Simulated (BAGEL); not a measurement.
# singlet CH2NSn+, step by step

Aim: the energy (singlet CH2NSn+, HF/ANO-RCC-VDZP), then a single-point energy (doublet CH2NSn, NEVPT2(3,3)/ANO-RCC-VDZP), then the energy (doublet CH2NSn, CASPT2(3,3)/ANO-RCC-VDZP) of CH2NSn. 

The results are computed with BAGEL 1.2.2.

## (1) The system as given

CH2NSn+ has 5 atoms, charge +1, and is taken as a singlet. As SMILES of the parent species, `N#[C][SnH2]`. One bond was lengthened or shortened from a relaxed shape. That shape belongs to the parent species and isn't relaxed for this state.

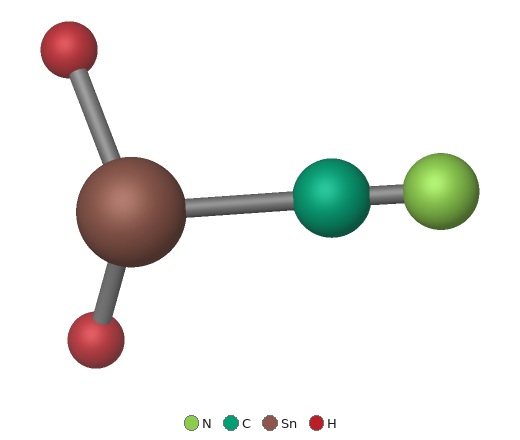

Viewed from a chosen angle; nitrogen green, carbon teal, tin brown, hydrogen red.

## (2) The energy at HF/ANO-RCC-VDZP (DKH2, density fitting with AutoAux) (run 1)

The input, input.json:

```json
{ "bagel": [

{
  "title": "molecule",
  "basis": "ano-rcc-vdzp.json",
  "df_basis": "ano-rcc-vdzp-autoaux.json",
  "angstrom": "true",
  "dkh": "true",
  "geometry": [
    { "atom": "N", "xyz": [       1.082545,      -1.491760,       1.710260 ] },
    { "atom": "C", "xyz": [       0.754745,      -0.807560,       0.840660 ] },
    { "atom": "Sn", "xyz": [       0.258345,       0.375040,      -0.841640 ] },
    { "atom": "H", "xyz": [      -1.648500,       0.038200,      -1.184000 ] },
    { "atom": "H", "xyz": [       0.597745,       1.988340,      -0.387940 ] }
  ]
},

{ "title": "hf", "charge": 1 },

{ "title": "print", "file": "orbitals.molden", "orbitals": "true" }

]}
```

The basis set ANO-RCC-VDZP is read from a file made from the Basis Set Exchange's data (not shown).

Command:

```bash
$ BAGEL_NUM_THREADS=1 BAGEL input.json > input.out
```

Standard output:

```text
* using 1 threads per process

  ===============================================================
  ===============================================================

  *** Geometry ***

  { "atom" : "N", "xyz" : [      2.045714,     -2.819018,      3.231923 ] },
  { "atom" : "C", "xyz" : [      1.426261,     -1.526067,      1.588617 ] },
  { "atom" : "Sn", "xyz" : [      0.488201,      0.708723,     -1.590469 ] },
  { "atom" : "H", "xyz" : [     -3.115214,      0.072188,     -2.237436 ] },
  { "atom" : "H", "xyz" : [      1.129574,      3.757418,     -0.733100 ] },

  Number of auxiliary basis functions:      934

  Since a DF basis is specified, we compute 2- and 3-index integrals:
    o Being stored without compression. Storage requirement is 0.049 GB

  Number of basis functions:       81
  Number of electrons      :       65

    * METHOD: MOLECULE                             0.81

  *** RHF ***

  === Nuclear Repulsion ===
   183.8764946891

      * DIIS with orbital gradients will be used.

  === RHF iteration (ano-rcc-vdzp.json) ===
      0      -6265.45625185          0.01665222           0.12
      1      -6265.52536913          0.01411672           0.12
      2      -6265.61203818          0.00221709           0.11
[... 14 lines of this table left out ...]
     17      -6265.61586950          0.00000001           0.12
    * SCF iteration converged.

    * Permanent dipole moment:
           (    0.316374,    -1.102217,     2.071316) a.u.

    * METHOD: HF                                   2.77

    * METHOD: PRINT                                0.01

  ===============================================================
```

Wall time 3.9 s (1 thread of AMD EPYC 9R45 (Zen 5), shared host); peak memory 0.21 GiB.

## (3) Doublet neutral CH2NSn: a single-point energy at NEVPT2(3,3)/ANO-RCC-VDZP (DKH2, density fitting with AutoAux) (run 2)

The input, input.json:

```json
{ "bagel" : [

{
  "title" : "molecule",
  "basis" : "ano-rcc-vdzp.json",
  "df_basis" : "ano-rcc-vdzp-autoaux.json",
  "angstrom" : true,
  "dkh" : true,
  "geometry" : [
    { "atom" : "N", "xyz" : [       1.082545,      -1.491760,       1.710260 ] },
    { "atom" : "C", "xyz" : [       0.754745,      -0.807560,       0.840660 ] },
    { "atom" : "Sn", "xyz" : [       0.258345,       0.375040,      -0.841640 ] },
    { "atom" : "H", "xyz" : [      -1.648500,       0.038200,      -1.184000 ] },
    { "atom" : "H", "xyz" : [       0.597745,       1.988340,      -0.387940 ] }
  ]
},

{ "title" : "hf", "charge" : 1 },

{
  "title" : "casscf",
  "nstate" : 1,
  "nact" : 3,
  "nclosed" : 31,
  "charge" : 0,
  "nspin" : 1,
  "active" : [30, 33, 34],
  "maxiter" : 200,
  "natocc" : true
},

{
  "title" : "nevpt2",
  "nstate" : 1,
  "nact" : 3,
  "nclosed" : 31,
  "charge" : 0,
  "nspin" : 1,
  "active" : [30, 33, 34],
  "maxiter" : 200,
  "natocc" : true,
  "ncore" : 20
},

{ "title" : "print", "file" : "orbitals.molden", "orbitals" : true }

]}
```

The basis set ANO-RCC-VDZP is read from a file made from the Basis Set Exchange's data (not shown).

Command:

```bash
$ BAGEL_NUM_THREADS=1 BAGEL input.json > input.out
```

Standard output:

```text
* using 1 threads per process

  ===============================================================
  ===============================================================

  *** Geometry ***

[... 29 lines left out ...]
    * SCF iteration converged.
[... 1 line left out ...]
    * Permanent dipole moment:
[... 28 lines left out ...]
    * Second-order optimization converged. *
[... 11 lines left out ...]
     * ci vector, state   0, <S^2> = 0.7500
[... 5 lines left out ...]
    * METHOD: CASSCF                               7.33

    * freezing 20 orbitals

  === DF-NEVPT2 calculation ===

    * 3-index integral transformation done
    * assembly done

      NEVPT2 correlation energy:   -0.7633310822      0.11

          (+0)     -0.6016709679
          (+0)'    -0.0728770766
          (+1)     -0.0149035510
          (+1)'    -0.0079490172
          (+2)     -0.0003170554
          (-1)     -0.0469432636
          (-1)'    -0.0098860944
          (-2)     -0.0087840561

      NEVPT2 total energy:       -6266.7293418316

    * METHOD: NEVPT2                               0.32

    * METHOD: PRINT                                0.01

  ===============================================================
```

Wall time 12 s (1 thread of AMD EPYC 9R45 (Zen 5), shared host); peak memory 0.23 GiB.

## (4) Doublet neutral CH2NSn: a single-point energy at CASPT2(3,3)/ANO-RCC-VDZP (DKH2, density fitting with AutoAux) (run 3)

The input, caspt2.json:

```json
{ "bagel" : [

{
  "title" : "molecule",
  "basis" : "ano-rcc-vdzp.json",
  "df_basis" : "ano-rcc-vdzp-autoaux.json",
  "angstrom" : "true",
  "dkh" : "true",
  "geometry" : [
    { "atom" : "N", "xyz" : [    1.082545,   -1.491760,    1.710260 ] },
    { "atom" : "C", "xyz" : [    0.754745,   -0.807560,    0.840660 ] },
    { "atom" : "Sn", "xyz" : [    0.258345,    0.375040,   -0.841640 ] },
    { "atom" : "H", "xyz" : [   -1.648500,    0.038200,   -1.184000 ] },
    { "atom" : "H", "xyz" : [    0.597745,    1.988340,   -0.387940 ] }
  ]
},
{ "title" : "hf", "charge" : 1 },
{ "title" : "casscf", "nstate" : 1, "nact" : 3, "nclosed" : 31, "nspin" : 1, "active" : [30, 33, 34], "maxiter" : 200, "natocc" : "true" },
{ "title" : "print", "file" : "orbitals.molden", "orbitals" : "true" },
{ "title" : "smith", "method" : "caspt2", "ms" : "true", "xms" : "true", "sssr" : "true", "shift" : 0.2, "shift_imag" : "true", "ncore" : 20 }

]}
```

The basis set ANO-RCC-VDZP is read from a file made from the Basis Set Exchange's data (not shown).

Command:

```bash
$ BAGEL_NUM_THREADS=1 BAGEL caspt2.json > caspt2.out
```

Standard output:

```text
* using 1 threads per process

  ===============================================================
  ===============================================================

  *** Geometry ***

[... 31 lines left out ...]
    * Permanent dipole moment:
[... 40 lines left out ...]
     * ci vector, state   0, <S^2> = 0.7500
[... 23 lines left out ...]
       #      aibj      arbs      arbi      airj      risj      airs      arst      rist         Etot      error   time
[... 9 lines left out ...]
      ------------------------------------------------------------------------------------------------------------------

    * CASPT2 energy : state  0    -6266.6517441676
        w/o shift correction      -6266.6483556493
        reference weight              0.8305739246

    * METHOD: SMITH                                0.42

  ===============================================================
```

It took 12 s on 1 thread of AMD EPYC 9R45 (Zen 5), shared host; peak memory 0.23 GiB.

## (5) Summary of results

| quantity | value |
| --- | --- |
| run 1, HF/ANO-RCC-VDZP: total energy | -6265.61587 Eh |
| run 1, HF/ANO-RCC-VDZP: HOMO energy | -17.75 eV |
| run 1, HF/ANO-RCC-VDZP: LUMO energy | -8.32 eV |
| run 1, HF/ANO-RCC-VDZP: HOMO–LUMO gap | 9.43 eV |
| doublet neutral CH2NSn, run 2: total energy | -6266.72934 Eh |
| doublet neutral CH2NSn, run 3: total energy | -6266.65174 Eh |
